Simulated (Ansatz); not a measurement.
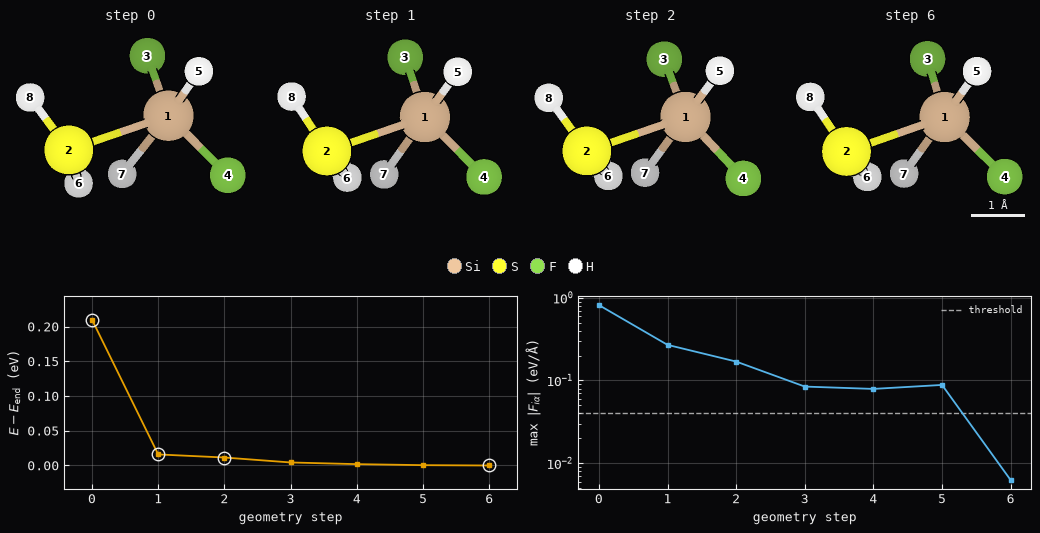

Frames of a constrained relaxation of SiH4SF2, marked on the history of the run. The picture is a ball-and-stick view, seen at a tilt.

The reaction that was planned forms Si1–H7, S2–H6 and breaks Si1–S2, H6–H7 (atoms numbered from 1 in input order).

All numbers below come from Ansatz 0.2.0, RKS PBE0-D4/def2-SVP.

The input:
```yaml
crystal:
  periodic: [false, false, false]
  atoms:
    - {symbol: Si, position_ang: [-0.492800, 0.322900, 0.489100]}
    - {symbol: S, position_ang: [1.662100, -0.056200, -0.327300]}
    - {symbol: F, position_ang: [-1.237200, -1.089900, 0.698500]}
    - {symbol: F, position_ang: [-1.061900, 1.776000, 0.109900]}
    - {symbol: H, position_ang: [-0.126900, 0.585000, 1.872700]}
    - {symbol: H, position_ang: [0.400700, -0.146900, -1.441100]}
    - {symbol: H, position_ang: [-0.753400, -0.026600, -1.294200]}
    - {symbol: H, position_ang: [1.609400, -1.364200, -0.107500]}
basis:
  gaussian: {orbitals: def2-SVP}
hamiltonian: {xc: pbe0, dispersion: d4}
relax: {f_tol: 0.04, max_steps: 150, escape_saddle: false, constraints: [{distance: [0, 6]}, {distance: [1, 5]}, {distance: [0, 1]}, {distance: [5, 6]}]}
```

Launched with:
```bash
ansatz run in.yaml --threads 4 --pin off --events-out ev --progress --plain --max-ram 9574MiB
```

Q: Describe the path.

A: The atom that moves furthest after the best rigid fit is H6 (0.21 Å). By element the largest moves are H 0.21 Å, S 0.09 Å, Si 0.08 Å, F 0.08 Å. Some distances before and after: Si1–H5 1.455 → 1.483 Å, S2–H8 1.327 → 1.354 Å, Si1–F3 1.611 → 1.622 Å. Among the angles between lasting bonds that change: Si1–S2–H6 63.2° → 53.4°, F3–Si1–F4 131.3° → 125.2°, S2–Si1–F3 109.2° → 113.5°. After 6 geometry steps the energy has fallen by 0.210 eV. Largest force component: 0.82 eV/Å at the start, 0.0063 eV/Å at the end. From step 0 to 1: H6 moves most (0.21 Å), energy −0.194 eV. From step 1 to 2: H8 moves most (0.06 Å), energy −0.004 eV. From step 2 to 6: F3 moves most (0.07 Å), energy −0.011 eV.

```csv
step,"E − E(0), eV","largest force component, eV/Å"
0,0.0000,0.8154
1,-0.1941,0.2694
2,-0.1986,0.1693
3,-0.2057,0.0844
4,-0.2081,0.0791
5,-0.2096,0.0884
6,-0.2101,0.0063
```
